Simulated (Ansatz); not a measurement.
# Lattice dynamics of YbB2 (P6/mmm), part 2 of 2

How does YbB2 (P6/mmm) vibrate, and is this structure a minimum?

Ansatz 0.2.0; DFT PBEsol, scalar-relativistic, plane waves, PAW.

So far. Step 3 (Relaxing to small forces for the phonons): The forces vanish by symmetry and the pressure is -0.002 GPa, within the tolerances set. The cell now holds 11.17 Å³/atom. The relaxed cell has a = 3.197, c = 3.788 Å (conventional setting).

**4. Modes at Γ**

The zone centre comes first: it holds the modes that light can see, as far as symmetry allows. No field response is asked, since the mesh shows no gap.

input.yaml reads:

```yaml
crystal:
  lattice:
    - [3.1965527473, 0.0, 0.0]
    - [-1.5982763736, 2.7682958837, 0.0]
    - [0.0, 0.0, 3.7877156602]
  atoms:
    - { symbol: Yb, position: [0.0, 0.0, 0.0] }
    - { symbol: B, position: [0.3333333333, 0.6666666667, 0.5] }
    - { symbol: B, position: [0.6666666667, 0.3333333333, 0.5] }
kpoints:
  mp_grid: { grid: [15, 15, 12] }
hamiltonian:
  xc: pbesol
scf:
  occupations: { method: methfessel_paxton, width: 0.2 }
output:
  eigenvalues: true
phonons:
  method: dfpt
```

On the command line:

```sh
$ ansatz run input.yaml --threads 8 --pin off --max-ram 14336MiB --backend cpu --events-out ev --progress --plain --runs-dir out
```

Numbers of over 12 decimals in the logs are rounded to 6 here.

The log of the run:

```text
zone centre: on kpoints.mp_grid the ground state, and the responses unless they are solved on pairs of k-points, stand on 448 of the mesh's 2700 k-points, reduced under 4 symmetry operations, with k and −k counted as one. Each operation leaves every solved displacement unchanged or reverses it
[...]
Crystal: 3 atoms, lattice volume = 33.518 Å³
Basis set: ecut = 420 eV, 661 PW (Γ), exchange–correlation on 48×48×54 points (8 copies of the dense FFT grid, shifted against one another)
Bands: 19, of which v1, the nominal top of the filled ones, is band 15 counted from 1 (14 counted from 0)
Symmetry: 24 space group operations
k-points: 448 of 2700 (irreducible under 4 space group operations, time reversal used)
[...]
SCF iter   1: F=—  HF=-13988.245860 eV  |F-HF|=—  |Δ(HF+E_count)|=         —  Δρ=4.15e-1  dr2=5.64e1  ethr=3.10e-3  ⟨swp⟩=5.0  Hψ=41391  notcnv=0
[...]
SCF iter  15: F=-13983.223725 eV  HF=-13983.223725 eV  |F-HF|=9.09e-12  |Δ(HF+E_count)|=  5.46e-12  S|Δr|=    0.00e0  Δρ=1.07e-7  dr2=2.90e-12  ethr=1.00e-12  ⟨swp⟩=7.0  Hψ=46902  notcnv=0
SCF 1 converged in 15 iterations: F = -13983.223725 eV  dr2 = 2.90e-12
[...]
DFPT response loops at Γ: preconditioner auto → Kerker (q_TF=auto, 2.678 Å⁻¹) (partly filled bands, converged f_vac=0.000); β = 1.00, the filter's whole step (`scf.mixing.beta` (0.50) is not read by the response loops under this deck's `scf.mixing.preconditioner`; to damp them name `kerker` or `kerker_dos`, under which they read `scf.mixing.beta`, and type it under 1.00, their step now; both keys bind the ground state too); Broyden in place of MSR1
SCF converged after 15 iterations
[...]
Free energy (F): -13983.223725 eV
[...]
Internal energy: -13983.283774 eV  (E = F + TS)
E sigma→0 (E₀):  -13983.238737 eV
Entropy (-TS):   0.060049 eV (20.016 meV/atom)
Fermi energy:    15.195960 eV
[...]
--- Band table (eV; the first three rows and the last of 448) ---
  k-point 0: bands = [... 11 lower, 14.8138, 14.8716, 14.8716, 14.9075, 15.3421, 21.8262, 21.8262, 21.9991]
  k-point 1: bands = [... 11 lower, 14.8764, 14.9075, 14.9993, 14.9993, 15.7566, 21.3556, 21.3556, 21.6519]
  k-point 2: bands = [... 11 lower, 14.8900, 14.9075, 15.2516, 15.2516, 16.5812, 20.4782, 20.4782, 21.1924]
  k-point 447: bands = [... 11 lower, 14.8572, 14.8811, 14.9150, 14.9740, 15.2659, 21.7367, 22.6574, 23.2337]
--- Phonons (Γ-DFPT): 4 representative perturbations + reference, on 448 of 2700 k-points (Σ response iterations 12) ---
  k mesh reduced under 4 symmetry operations, with k and −k counted as one. Each operation leaves every solved displacement unchanged or reverses it
  ASR residual: 9.678e-5 → 0.000e0 eV/Å²; symmetrization residual: 4.528e-7 eV/Å²
  ASR residual per site (eV/Å²): 9.68e-5 1.92e-5 1.92e-5
  Γ frequencies (cm⁻¹): 0.00 0.00 0.00 283.32 283.32 352.78 580.96 584.92 584.92
  non-analytic LO–TO correction: not included (Born effective charges unavailable; polar crystals: no LO–TO splitting at Γ)
```

The job ended after 15 s (8 threads of Intel Xeon Platinum 8488C (Sapphire Rapids), shared host; peak memory 1.3 GiB).

Numbers from this step:

- sum-rule residual before enforcement: 9.68e-5 eV/Å²
- point group: 6/mmm
- highest optical mode at the zone centre (no LO-TO term): 584.9 cm⁻¹
- lowest optical zone-centre mode: 283.3 cm⁻¹

Patterns of degenerate modes are one choice out of their space. The modes at Γ (shares of kinetic energy by element, %):

```csv
mode,frequency (cm⁻¹),symmetry,Yb %,B %
1,0.0,acoustic,89,11
2,0.0,acoustic,89,11
3,0.0,acoustic,89,11
4,283.3,E1u,11,89
5,283.3,E1u,11,89
6,352.8,A2u,11,89
7,581.0,B1g,0,100
8,584.9,E2g,0,100
9,584.9,E2g,0,100
```

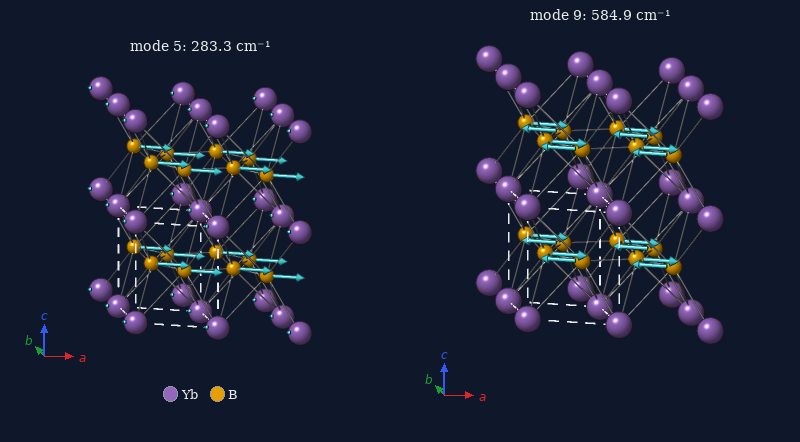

Displacement patterns of modes 5 and 9 at Γ; arrows are exaggerated. 2×2×2 cells are drawn. Some periodic images of atoms are drawn too.

Before it was imposed, the acoustic sum rule was missed by 9.7e-5 eV/Å². Small misses are needed for a sound result but don't prove that mesh and cutoff are converged. The lowest optical mode is real, 283 cm⁻¹.

**5. Phonons on a q mesh**

Stability and thermal properties need the whole zone. Linear response on a 3×3×4 q mesh gives force constants as far as a supercell of that size would.

Changes to input.yaml since step 4:

```diff
@@ -19 +19,9 @@
   method: dfpt
+  qmesh: [3, 3, 4]
+  temperatures: { t_max: 1000, t_step: 50 }
+  qpath:
+    path:
+      - [[0.0, 0.0, 0.0], [0.5, 0.0, 0.0], [0.33333333, 0.33333333, 0.0], [0.0, 0.0, 0.0], [0.0, 0.0, 0.5], [0.5, 0.0, 0.5], [0.33333333, 0.33333333, 0.5], [0.0, 0.0, 0.5]]
+      - [[0.5, 0.0, 0.5], [0.5, 0.0, 0.0]]
+      - [[0.33333333, 0.33333333, 0.5], [0.33333333, 0.33333333, 0.0]]
+    npoints: 10
```

The log of the run:

```text
Warning: phonons: the dynamical matrix that this run interpolates holds no multipole term above the dipole-dipole one, and a site of this crystal is no centre of inversion, so its interpolated transverse optical and acoustic branches and sound speeds can stay off near Gamma, and the density of states and the thermodynamics with them. What a run solves at a wave vector of phonons.qpoints, Gamma apart, where the deck admits one, is free of this, and under fd what a larger phonons.supercell samples
[...]
Crystal: 3 atoms, lattice volume = 33.518 Å³
Basis set: ecut = 420 eV, 661 PW (Γ), exchange–correlation on 48×48×54 points (8 copies of the dense FFT grid, shifted against one another)
Bands: 19, of which v1, the nominal top of the filled ones, is band 15 counted from 1 (14 counted from 0)
Symmetry: 24 space group operations
k-points: 189 of 2700
[...]
SCF iter   1: F=—  HF=-13988.245505 eV  |F-HF|=—  |Δ(HF+E_count)|=         —  Δρ=4.15e-1  dr2=5.64e1  ethr=3.10e-3  ⟨swp⟩=5.0  Hψ=17597  notcnv=0
[...]
SCF iter  15: F=-13983.223725 eV  HF=-13983.223725 eV  |F-HF|=0.00e0  |Δ(HF+E_count)|=  3.64e-12  S|Δr|=    0.00e0  Δρ=9.35e-8  dr2=2.24e-12  ethr=1.00e-12  ⟨swp⟩=5.9  Hψ=17955  notcnv=0
SCF 1 converged in 15 iterations: F = -13983.223725 eV  dr2 = 2.24e-12
[...]
SCF iter   1: F=—  HF=-13983.223725 eV  |F-HF|=—  |Δ(HF+E_count)|=         —  Δρ=4.69e-7  dr2=4.61e-11  ethr=2.21e-8  ⟨swp⟩=5.0  Hψ=32349  notcnv=0
eigensolver tolerance schedule: the retry pair's looser diagonalisation over-reported the residual by 144096.93 of it (diagonalisation noise at an unbounded share of the residual, at the tolerance the schedule requests for it); recorded, not acted on — ethr = c·dr2/N_el stays at c = 1.0e-1
[...]
SCF iter   2: F=—  HF=-13983.223725 eV  |F-HF|=—  |Δ(HF+E_count)|=   1.65e-7  S|Δr|=    0.00e0  Δρ=4.08e-7  dr2=3.49e-11  ethr=1.00e-12  ⟨swp⟩=4.0  Hψ=10600  notcnv=0
[...]
SCF iter   4: F=-13983.223725 eV  HF=-13983.223725 eV  |F-HF|=1.82e-12  |Δ(HF+E_count)|=  1.82e-12  S|Δr|=    0.00e0  Δρ=1.10e-7  dr2=2.48e-12  ethr=1.00e-12  ⟨swp⟩=2.9  Hψ=7575  notcnv=0
SCF 2 converged in 4 iterations: F = -13983.223725 eV  dr2 = 2.48e-12
phonons: the bands overlap, so this run is a metal and interpolates without the dipole-dipole term. If the crystal is really an insulator or semiconductor, its LO-TO splitting is missing
NSCF: frozen V_eff on 189 k-points
[...]
DFPT response loops at q = (0, 0, 0) (fractional): preconditioner auto → Kerker (q_TF=auto, 2.678 Å⁻¹) (partly filled bands, converged f_vac=0.000); β = 1.00, the filter's whole step (`scf.mixing.beta` (0.50) is not read by the response loops under this deck's `scf.mixing.preconditioner`; to damp them name `kerker` or `kerker_dos`, under which they read `scf.mixing.beta`, and type it under 1.00, their step now; both keys bind the ground state too); Broyden in place of MSR1
[...]
SCF converged after 15 iterations
[...]
Free energy (F): -13983.223725 eV
[...]
Internal energy: -13983.283774 eV  (E = F + TS)
E sigma→0 (E₀):  -13983.238737 eV
Entropy (-TS):   0.060049 eV (20.016 meV/atom)
Fermi energy:    15.195960 eV
[...]
--- Band table (eV; the first three rows and the last of 189) ---
  k-point 0: bands = [... 11 lower, 14.8138, 14.8716, 14.8716, 14.9075, 15.3421, 21.8262, 21.8262, 21.9991]
  k-point 1: bands = [... 11 lower, 14.8764, 14.9075, 14.9993, 14.9993, 15.7566, 21.3556, 21.3556, 21.6519]
  k-point 2: bands = [... 11 lower, 14.8900, 14.9075, 15.2516, 15.2516, 16.5812, 20.4782, 20.4782, 21.1924]
  k-point 188: bands = [... 11 lower, 14.8622, 14.8622, 14.8836, 14.8836, 14.9673, 21.8186, 24.0771, 24.4117]
--- Phonons (Γ-DFPT): 4 representative perturbations + reference (Σ response iterations 12) ---
  ASR residual: 8.145e-5 → 0.000e0 eV/Å²; symmetrization residual: 2.621e-7 eV/Å²
  ASR residual per site (eV/Å²): 8.14e-5 1.93e-5 1.93e-5
  Γ frequencies (cm⁻¹): 0.00 0.00 0.00 283.32 283.32 352.78 580.96 584.92 584.92
--- Phonons (arbitrary-q DFPT): 9 irreducible q on the 3×3×4 mesh ---
  q = [0.0000, 0.0000, 0.0000] (star 1, of the zone-centre solve; hermiticity 5.88e-8, symmetrization 5.81e-11): -0.00 0.00 0.00 283.32 283.32 352.78 580.96 584.92 584.92
  q = [0.0000, 0.0000, 0.2500] (star 2, 4 solved perturbations in 2184 linear systems a pass and spin channel, the states on 768 of 2700 k-point pairs; hermiticity 6.30e-8, symmetrization 2.44e-9): 78.46 78.46 107.37 285.71 285.71 377.70 558.38 565.63 565.63
[...]
q = [0.0000, 0.3333, 0.0000] (star 6, 6 solved perturbations on 840 of 2700 k-point pairs; hermiticity 5.46e-8, symmetrization 4.31e-10): 95.25 114.29 145.99 406.45 410.18 517.17 546.62 601.18 637.18
[...]
sum rule: each row above includes the acoustic sum rule's correction from the zone centre's row sums; it moved no ω² by more than (0.70 cm⁻¹)²
  mesh force constants: q→R imaginary residual 1.31e-16; ASR residual 8.145e-5 → 0.000e0 eV/Å²; symmetrization residual 1.066e-14 eV/Å²
  interpolated dispersion: 93 rows × 9 modes
  density of states and harmonic sums: on the 24×24×16 q-mesh, interpolated from the force constants of a 3×3×4 supercell (no non-analytic term)
  largest difference from the sums on the solved wave vectors: F 1.81e-2 eV, S 2.53e-5 and C_V 7.15e-6 eV/K
  zero-point energy: 0.214944 eV/cell   skipped modes (ω ≤ 0): 3   left out of the sums: 3.62e-5 of the cell's modes: C_V's classical limit lies that fraction below 3 k_B per atom; for a crystal, a wire or a layer, F and S can be off by more, and a phonons.interpolated_qmesh denser along its periods is the remedy for the sampling
```

It took 3.3 min on 8 threads; peak memory 2.8 GiB.

This step gave:

| Property | Result |
| --- | --- |
| sum-rule residual before enforcement | 8.14e-5 eV/Å² |
| lowest frequency on the path | 0 cm⁻¹ |
| highest frequency on the path or at a solved wavevector | 659.1 cm⁻¹ |
| mean frequency | 385.3 cm⁻¹ |
| Debye temperature (second moment) | 809 K |
| logarithmic mean frequency | 312.1 cm⁻¹ |
| lowest mode on the q mesh (acoustic modes at Γ apart) | 78.46 cm⁻¹ |
| zero-point energy per atom | 71.65 meV |
| heat capacity at 300 K | 18.27 J/(mol atoms K) |
| vibrational entropy at 300 K | 18.77 J/(mol atoms K) |
| edges of the widest gap between branches, on path and mesh | 162.7, 283.3 cm⁻¹ |

Frequencies (cm⁻¹) solved at each irreducible wavevector; negative means imaginary. Frequencies by wavevector, by row:

| q in reciprocal lattice units | star | mode 1 | mode 2 | mode 3 | mode 4 | mode 5 | mode 6 | mode 7 | mode 8 | mode 9 |
| --- | --- | --- | --- | --- | --- | --- | --- | --- | --- | --- |
| 0 0 0 | 1 | 0 | 0 | 0 | 283.3 | 283.3 | 352.8 | 581 | 584.9 | 584.9 |
| 0 0 0.25 | 2 | 78.5 | 78.5 | 107.4 | 285.7 | 285.7 | 377.7 | 558.4 | 565.6 | 565.6 |
| 0 0 -0.5 | 1 | 112.2 | 112.2 | 150.7 | 288 | 288 | 386.6 | 537.1 | 553.4 | 553.4 |
| 0 0.3333 0 | 6 | 95.2 | 114.3 | 146 | 406.4 | 410.2 | 517.2 | 546.6 | 601.2 | 637.2 |
| 0 0.3333 0.25 | 12 | 105 | 112.4 | 142.8 | 407 | 414.7 | 518.2 | 539.1 | 604.5 | 643.8 |
| 0 0.3333 -0.5 | 6 | 115 | 125.5 | 125.5 | 397.2 | 419.8 | 525.1 | 529 | 608.5 | 647.3 |
| 0.3333 0.3333 0 | 2 | 121 | 139.8 | 139.8 | 467.1 | 467.1 | 578.8 | 580.5 | 580.5 | 607.8 |
| 0.3333 0.3333 0.25 | 4 | 118.8 | 140.3 | 140.3 | 464.8 | 464.8 | 585.2 | 585.2 | 585.2 | 604.4 |
| 0.3333 0.3333 -0.5 | 2 | 115.2 | 139.6 | 139.6 | 463.9 | 463.9 | 590.5 | 590.5 | 593.3 | 600.8 |

Interpolated from a 3×3×4 q mesh. The phonon branches at the labelled points (cm⁻¹):

```csv
point,branch 1,branch 2,branch 3,branch 4,branch 5,branch 6,branch 7,branch 8,branch 9
Γ,0,0,0,283,283,353,581,585,585
M,105,123,163,445,458,509,578,596,650
K,121,140,140,467,467,579,580,580,608
Γ,0,0,0,283,283,353,581,585,585
A,112,112,151,288,288,387,537,553,553
L,118,120,139,422,471,507,594,606,659
H,115,140,140,464,464,590,590,593,601
A,112,112,151,288,288,387,537,553,553
jump to L,118,120,139,422,471,507,594,606,659
M,105,123,163,445,458,509,578,596,650
jump to H,115,140,140,464,464,590,590,593,601
K,121,140,140,467,467,579,580,580,608
```

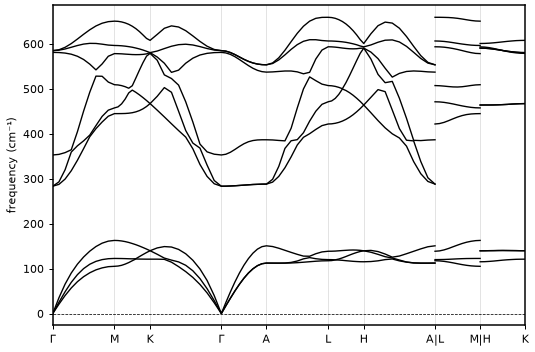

Phonon branches along the path.

The phonon density of states has structure finer than the step of the table below, so its rows give means over 50 cm⁻¹, whole bins alone (the curve runs from 5 to 665 cm⁻¹). Peaks (cm⁻¹: height): 115.0: 0.0849, 385.0: 0.0209, 605.0: 0.0497, 645.0: 0.0324.

Tetrahedra on a 24×24×16 mesh, mean over bins of 10 cm-1. Interpolated from a 3×3×4 q mesh. Table of phonon density of states by wavenumber; means over each step:

```
wavenumber (cm⁻¹)  phonon density of states (1/cm⁻¹/cell)
               50                                 0.00210
              100                                  0.0348
              150                                  0.0230
              200                                       0
              250                                       0
              300                                 0.00249
              350                                 0.00502
              400                                  0.0174
              450                                  0.0149
              500                                  0.0169
              550                                  0.0202
              600                                  0.0288
```

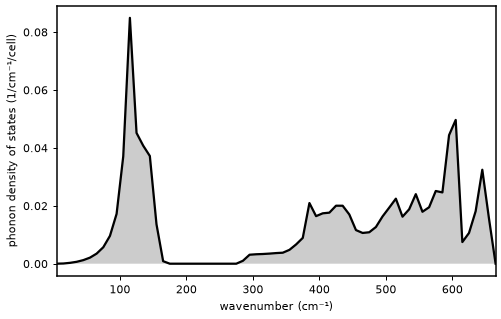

Phonon density of states against wavenumber.

The partial phonon density of states has structure finer than the step of the table below, so its rows give means over 50 cm⁻¹, whole bins alone (the curve runs from -10 to 689 cm⁻¹). Peaks (cm⁻¹: height): B 433.9: 0.0205, 600.9: 0.0524, 644.9: 0.0288; Yb 117.5: 0.0786.

Phonopy on the run's constants, 21x21x15 mesh, Gaussian sigma 5.0 cm-1. Interpolated from a 3×3×4 q mesh. Table of partial phonon density of states by wavenumber; means over each step; values in 1/cm⁻¹/cell:

| wavenumber (cm⁻¹) | B | Yb |
| --- | --- | --- |
| 50 | 1.5e-4 | 0.00200 |
| 100 | 6.2e-4 | 0.0343 |
| 150 | 2.6e-4 | 0.0226 |
| 200 | 0 | 1.6e-6 |
| 250 | 3.8e-6 | 3.7e-7 |
| 300 | 0.00244 | 1.1e-4 |
| 350 | 0.00472 | 1.6e-4 |
| 400 | 0.0170 | 4.5e-4 |
| 450 | 0.0149 | 1.2e-4 |
| 500 | 0.0168 | 4.2e-5 |
| 550 | 0.0200 | 3.8e-5 |
| 600 | 0.0289 | 9.3e-5 |
| 650 | 0.0143 | 1.8e-5 |

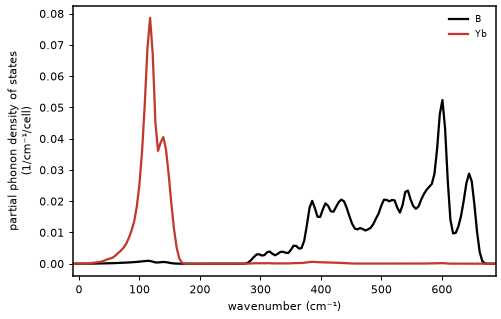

Partial phonon density of states, plotted against wavenumber.

Harmonic thermodynamic functions per atom, from the density of states. Interpolated from a 3×3×4 q mesh. Thermodynamic functions, by row:

```
T (K)  F_vib (meV/atom)  S (J/mol-atom/K)  C_V (J/mol-atom/K)
    0             71.65                 0                   0
   50             71.47             1.399               3.458
  100             69.78              5.11               7.336
  200             60.77             12.23               13.84
  300             44.63             18.77               18.27
  400             22.19             24.39               20.69
  500             -5.63             29.16               22.05
  600            -38.03             33.26               22.86
  700            -74.39             36.83               23.38
  800            -114.2             39.97               23.73
  900            -157.1             42.78               23.97
 1000            -202.8             45.32               24.15
```

Harmonic mean-square displacement, third of the trace. Interpolated from a 3×3×4 q mesh. Mean square displacements, by row:

```csv
T (K),Yb1 U_eq (Å²),B2 U_eq (Å²),B3 U_eq (Å²)
0,8.40e-4,0.00323,0.00323
100,0.00132,0.00338,0.00338
300,0.00336,0.00457,0.00457
600,0.0066,0.00747,0.00747
```

Symmetry leaves 9 wavevectors to solve. The lowest mode among them, the acoustic zeros apart, lies at q = (0, 0, 0.25) and is real, 78.5 cm⁻¹.

**6. Summary of results**

```yaml
space_group_after_relaxation_within_0p01_a: P6/mmm
volume_per_atom: 11.2 Å³
electronic_character: no gap on this mesh
highest_optical_mode_at_the_zone_centre_no_lo_to_term: 585 cm⁻¹
lowest_optical_zone_centre_mode: 283 cm⁻¹
lowest_mode_on_the_q_mesh_acoustic_modes_at_gamma_apart: 78.5 cm⁻¹
highest_frequency_on_the_path_or_at_a_solved_wavevector: 659 cm⁻¹
zero_point_energy_per_atom: 71.7 meV
heat_capacity_at_300_k: 18.3 J/(mol atoms K)
vibrational_entropy_at_300_k: 18.8 J/(mol atoms K)
debye_temperature_second_moment: 809 K
imaginary_modes_on_the_3x3x4_q_mesh: none
```

In words: The structure is a minimum as far as tested: no mode is imaginary at the 9 irreducible wavevectors of the 3×3×4 mesh, and the softest away from the acoustic zeros lies at 78 cm⁻¹. The optical modes at Γ span 283 to 585 cm⁻¹. The highest mode in this list at Γ, 584.9 cm⁻¹, is mostly motion of B (100 % of the kinetic energy). On the path and the mesh, the widest gap between branches runs from 163 to 283 cm⁻¹. With no gap, or one that is small against the smearing, the frequencies hang on the k mesh and the smearing, most of all near Kohn anomalies. The phonon runs are without spin polarisation, although Yb often carries a moment. The 4f shell is treated without a U, so valence and screening may be off. Spin-orbit coupling is left out, which can matter for the heavy elements here. These are harmonic frequencies at zero temperature: anharmonic shifts, linewidths and thermal expansion are left out.

[Logs are printed without paths, hosts, clocks, repeated set-up lines and the standing remarks that a program may print on its own settings, such as how far it seeks lower states.]

[Hosts, paths, dates, database ids (printed as entryN), source tags and the programs' standing remarks are cut or masked in the printed files.]
